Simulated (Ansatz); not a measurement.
**Computed energy over volume and axial ratio: SiC (wurtzite)**

SiC (wurtzite)

```
CELL_PARAMETERS angstrom
      3.07548     0.00000     0.00000
     -1.53774     2.66344     0.00000
      0.00000     0.00000     5.04859
ATOMIC_POSITIONS crystal
  Si 0.66667 0.33333 0.00050
  Si 0.33333 0.66667 0.50050
  C  0.66667 0.33333 0.62470
  C  0.33333 0.66667 0.12470
```

Grid over V/V₀ and (c/a)/(c/a)₀, subscript 0 meaning the relaxed cell; the conventional c axis lies along z; no internal relaxation.

These are r2SCAN (plane waves to 500 eV, PAW, scalar-relativistic; Ansatz, a first-principles code) values and carry that method's errors. k mesh 12×12×7 (Γ-centred), Fermi-Dirac smearing 0.05 eV. E stands for the smeared free energy. As the atoms are clamped, bonds stretch with the cell, which overstates energies and stresses. SiC was relaxed with its symmetry unable to fall. The PAW data are Ansatz's earlier set. The zero of ΔE is the relaxed starting cell.

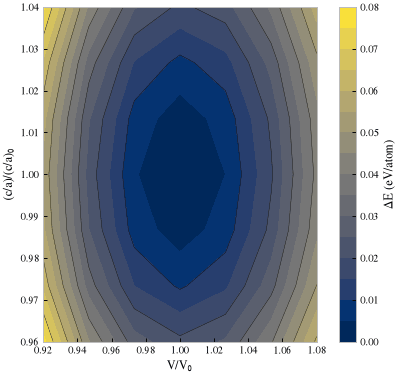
*ΔE (eV/atom) over the 7×7 grid of computed points.*

The modulus against c/a change at fixed volume, (3/4V)·∂²E/∂(ln c/a)² (fit, atoms clamped) comes out as 291 GPa, an upper bound as the atoms could relax. Highest place on the grid: V/V₀ = 0.920, (c/a)/(c/a)₀ = 0.960 (77.0 meV/atom). Lowest place on the grid: V/V₀ = 1.000, (c/a)/(c/a)₀ = 1.000 (0.0 meV/atom).

Near the relaxed cell σzz − σxx = −2Cδ (compression positive), C being this modulus and δ the logarithm of the ratio.

(Under strain, the slope of the energy per volume gives the stress and its curvature an elastic modulus.)
